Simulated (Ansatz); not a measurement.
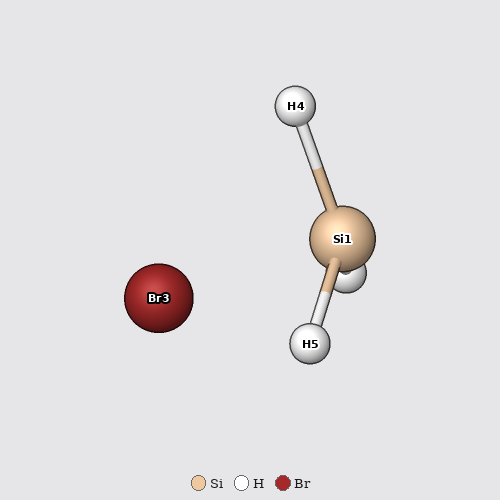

The system is the reacting system BrH₃Si (fragments H₂Si + BrH where the first distance is long, BrH₃Si where the second is long); the picture shows the reference structure. First axis: distance Si1–Br3 (bond that forms). Second axis: distance H2–Br3 (bond that breaks). Relaxed at each point: all other coordinates. The grid has 13 × 13 points. Points are written as (first, second). Energies: kJ/mol, counted from the lowest grid point. Energies and slopes of some neighbouring points disagree (a jump in structure or state, or too coarse a mesh). The reference is spin-restricted, so regions where a bond is pulled apart into radicals lie too high. Level of theory: RKS PBE-D4/def2-TZVP in Ansatz.

Its coordinates:

```xyz
5

Si   -0.4452   -0.3057   -0.4388
H     1.1026   -0.1757   -0.5296
Br    1.7193    0.8319    1.0900
H    -1.0629   -1.2377    0.5521
H    -1.3137    0.8872   -0.6736
```

Range: distance Si1–Br3 (bond that forms) from 2.079 to 3.879 Å; distance H2–Br3 (bond that breaks) from 1.359 to 2.859 Å.

### Predict the map.

The lowest grid point is at (2.160 Å, 2.859 Å). It lies at the edge of the scanned range, so the true minimum may lie outside. The highest grid point, (2.079 Å, 1.426 Å), lies 407 kJ/mol above the lowest.

```tsv
second ↓, first →	2.079	2.160	2.271	2.397	2.535	2.682	2.836	2.997	3.163	3.335	3.512	3.693	3.879
2.859	14	0	0	17	49	88	131	174	215	252	283	310	332
2.704	23	10	12	31	63	102	144	186	225	260	289	314	334
2.553	39	27	30	49	80	119	159	199	236	267	294	316	336
2.406	61	50	53	71	101	138	176	213	245	274	298	318	338
2.263	91	79	81	98	125	159	193	225	253	278	300	320	342
2.124	127	114	113	127	151	180	209	236	260	281	301	321	346
1.990	169	154	150	159	177	200	222	244	264	283	301	321	346
1.861	216	197	188	191	202	218	234	251	267	284	300	318	338
1.739	265	242	226	221	225	233	243	256	270	283	296	311	325
1.624	314	286	262	249	245	246	252	262	272	282	292	301	309
1.519	362	327	296	275	264	261	263	269	276	284	290	295	299
1.426	407	367	328	301	285	278	278	281	286	291	296	299	300
1.359	376	338	305	285	275	274	278	284	291	297	304	311	311
```

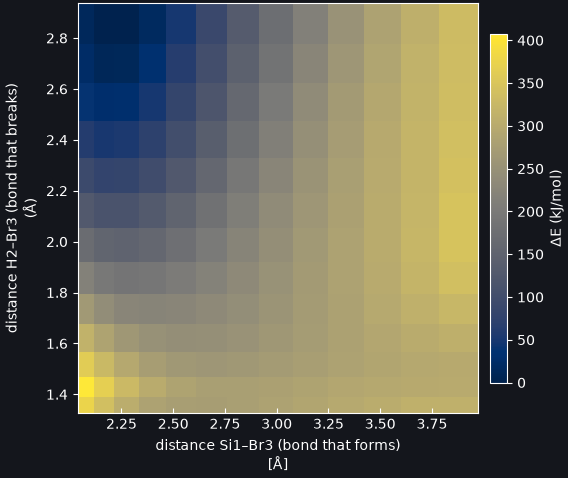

In the figure: one coloured cell a grid point.

Each point was launched as `ansatz run input.yaml --threads 1 --pin off --max-ram 2560MiB --backend cpu --events-out ev --progress --plain --runs-dir out`. The whole map (169 points run) took 15 min on 1 thread of Arm Neoverse V2 (shared host).
